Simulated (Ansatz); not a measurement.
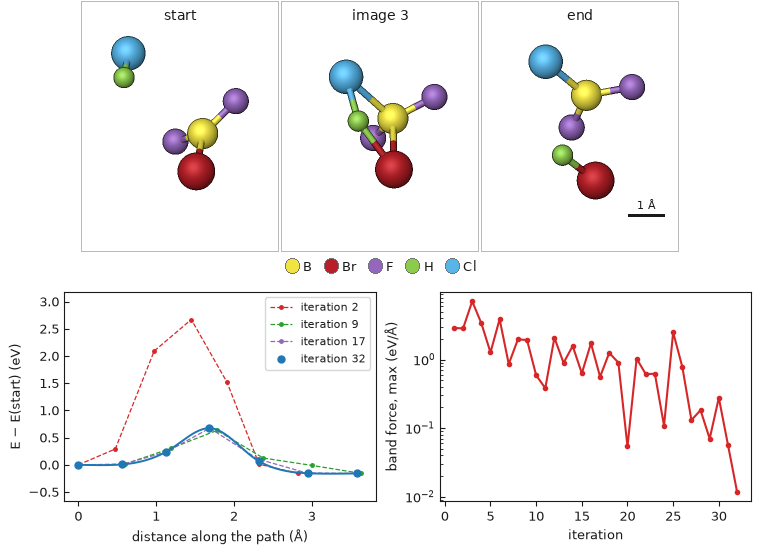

NEB run on BHBrClF$_{2}$, made up at the start of BBrF$_{2}$ and HCl. Images are numbered from 0 (start) to 6 (end). The plot follows the band through its iterations. The picture is a ball-and-stick view, seen from a free direction.

The calculation used RKS PBE0-D4/def2-SVP in Ansatz.

Input
```yaml
crystal:
  periodic: [false, false, false]
  atoms:
    - {symbol: B, position_ang: [-0.750284, -0.731781, -0.337674]}
    - {symbol: Br, position_ang: [-1.368006, 0.896677, -1.125473]}
    - {symbol: F, position_ang: [-1.180617, -1.092284, 0.843332]}
    - {symbol: F, position_ang: [0.053162, -1.518543, -1.005034]}
    - {symbol: H, position_ang: [1.421314, 1.777434, 0.563862]}
    - {symbol: Cl, position_ang: [1.824331, 0.668598, 1.060988]}
basis:
  gaussian: {orbitals: def2-SVP}
hamiltonian: {xc: pbe0, dispersion: d4}
neb:
  images: 5
  climbing: true
  max_iterations: 40
  initial_path: idpp
  final_atoms:
    - {symbol: B, position_ang: [0.117322, -1.101205, 0.330877]}
    - {symbol: Br, position_ang: [-0.966261, 1.800520, -1.053975]}
    - {symbol: F, position_ang: [-1.013624, -1.195964, 0.984766]}
    - {symbol: F, position_ang: [0.213067, -1.621745, -0.867229]}
    - {symbol: H, position_ang: [0.142004, 2.476551, -0.475193]}
    - {symbol: Cl, position_ang: [1.507392, -0.358057, 1.080754]}
```

Command:
```bash
ansatz run in.yaml --threads 4 --pin off --events-out ev --progress --plain --max-ram 9574MiB
```

Q: Judge this run.

A: The run is converged, with reservations. The band converged in 32 iterations. The largest component of the band force went from 2.9 to 0.012 eV/Å. The climbing image converged on the top of the path. Its curvatures weren't checked. The largest force component is 0.21 eV/Å at the start and 0.08 eV/Å at the end; an end with forces this large is no minimum, and the barrier measured from it can be far off. The first iteration put the highest image at 4.40 eV. The energy climbs by 0.67 eV to image 3 and then falls by 0.83 eV, so the end point sits at −0.16 eV.

Limits of the set-up: the start holds two separate molecules, 3.2 Å apart at their closest, whose relative position is a soft coordinate.

The run took 8.1 min on 4 threads of Intel Xeon @ 2.50GHz, with other jobs on the host.
